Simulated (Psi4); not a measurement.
# SiH2O2 (SMILES O[Si]O), run twice

Wanted: a single-point energy of SiH2O2, CCSD(T)/aug-pcseg-0.

The results are computed with Psi4 1.11.

1 further run of the same task is left out (set aside as unsound or not needed).

## 1. The system as given

The species is SiH2O2 (5 atoms), meant as a singlet with charge 0. SMILES: `O[Si]O`. Geometry: relaxed at PBE0-D4/def2-TZVP. This is one conformer, not always the lowest.

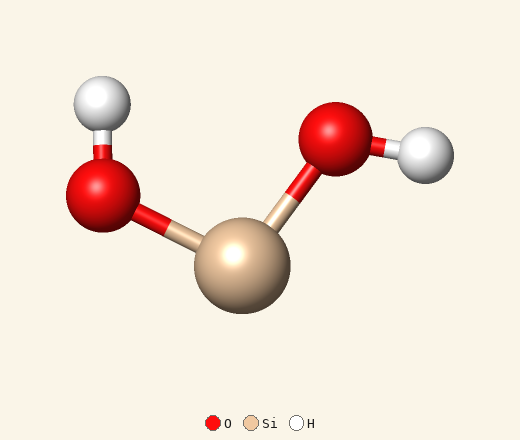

The structure, seen from a chosen angle (oxygen red, silicon light orange, hydrogen white).

## 2. The input as first written

Contents of h2o2si.py:

```python
import psi4

psi4.set_memory('1600 MB')
psi4.set_num_threads(1)
psi4.core.set_output_file('psi4.out', False)

m = psi4.geometry("""
0 2
O     -2.72725274    -0.19955508    -0.51967468
Si    -0.40062194    -1.49534028     1.07279752
O      1.95775627     0.35432365     0.12963521
H     -2.32795361     1.22624328    -1.58000001
H      3.59255834    -0.02475541     0.81900730
units bohr
no_reorient
no_com
""")

psi4.set_options({
    'basis': 'aug-pcseg-0',
    'reference': 'rhf',
    'scf_type': 'pk',
})

e_tot = psi4.energy("ccsd(t)")
print(f'total energy {e_tot:.8f} hartree = {e_tot * 27.211386:.5f} eV')
```

Command:

```bash
$ python h2o2si.py
```

stdout:

```text
qcelemental.exceptions.ValidationError: Inconsistent or unspecified chg/mult: sys chg: None, frag chg: [0.0], sys mult: None, frag mult: [2]
```

It took 0.68 s on 1 thread of Intel Xeon 6975P-C (Granite Rapids), shared host; peak memory 0.13 GiB.

## 3. What went wrong

The input was rejected.

The telling line is `qcelemental.exceptions.ValidationError: Inconsistent or unspecified chg/mult: sys chg: None, frag chg: [0.0], sys mult: None, frag mult: [2]`. The fault: the spin state typed doesn't suit the molecule. To mend it: multiplicity 1 in place of 2.

## 4. Try two

Contents of run.py:

```python
import psi4

psi4.set_memory(1600000000)
psi4.set_num_threads(1)
psi4.set_output_file('run.log', False)

mol = psi4.geometry("""
0 1
O     -2.72725274    -0.19955508    -0.51967468
Si    -0.40062194    -1.49534028     1.07279752
O      1.95775627     0.35432365     0.12963521
H     -2.32795361     1.22624328    -1.58000001
H      3.59255834    -0.02475541     0.81900730
units bohr
no_reorient
no_com
""")

psi4.set_options(dict(basis='aug-pcseg-0', reference='rhf', scf_type='pk'))

result = psi4.energy('ccsd(t)', molecule=mol)
print('E =', round(result, 9))
```

Command:

```bash
$ python run.py
```

run.log:

```text
[...]
  Running in c1 symmetry.
[...]
  Nuclear repulsion =  103.646253707904961
[...]
  Multiplicity = 1
[...]
  Nalpha       = 16
  Nbeta        = 16
[...]
    Number of basis functions: 49
[...]
   @RHF iter   1:  -438.93336505982336   -7.43512e-01   1.28387e-02 ADIIS/DIIS
[...]
   @RHF iter  11:  -439.08220956286334   -7.95808e-13   2.36896e-09 DIIS
[...]
    Orbital Energies [Eh]
    ---------------------
    Doubly Occupied:
       1A    -68.804130     2A    -20.595511     3A    -20.585345
       4A     -6.113936     5A     -4.315841     6A     -4.314483
       7A     -4.314101     8A     -1.386168     9A     -1.349952
      10A     -0.777374    11A     -0.722772    12A     -0.598262
      13A     -0.567519    14A     -0.555150    15A     -0.521594
      16A     -0.374865
[...]
  @RHF Final Energy:  -439.08220956286334
   => Energetics <=
    Nuclear Repulsion Energy =            103.6462537079049611
    One-Electron Energy =                -813.6629210168742929
    Two-Electron Energy =                 270.9344577461059771
    Total Energy =                       -439.0822095628633406
[...]
 Multipole Moments:
 ------------------------------------------------------------------------------------
     Multipole            Electronic (a.u.)      Nuclear  (a.u.)        Total (a.u.)
 ------------------------------------------------------------------------------------
 L = 1.  Multiply by 2.5417464519 to convert [e a0] to [Debye]
 Dipole X            :         11.3927316          -10.5000742            0.8926574
 Dipole Y            :         18.5218922          -18.4951275            0.0267647
 Dipole Z            :        -10.9509762           11.1378568            0.1868806
 Magnitude           :                                                    0.9124023
[...]
      * MP2 total energy                      = -439.405895400835391
[...]
      * CCSD total energy                     = -439.415586148010448
[...]
      * CCSD(T) total energy                  = -439.424068974163504
```

On the terminal:

```text
E = -439.424068974
```

It took 7.2 s on 1 thread of Intel Xeon 6975P-C (Granite Rapids), shared host; peak memory 0.25 GiB.

## 5. Results

Level: CCSD(T)/aug-pcseg-0.

| quantity | value |
| --- | --- |
| total energy | -439.42407 Eh |
| HOMO energy (Hartree–Fock orbitals) | -10.20 eV |
| LUMO energy (Hartree–Fock orbitals) | 0.93 eV |
| HOMO–LUMO gap (Hartree–Fock orbitals) | 11.13 eV |
| correlation energy | -341.9 mEh |
| (T) correction | -8.48 mEh |
| T1 diagnostic | 0.014 |

What this shows: The triples make up 2.5 % of the correlation energy.
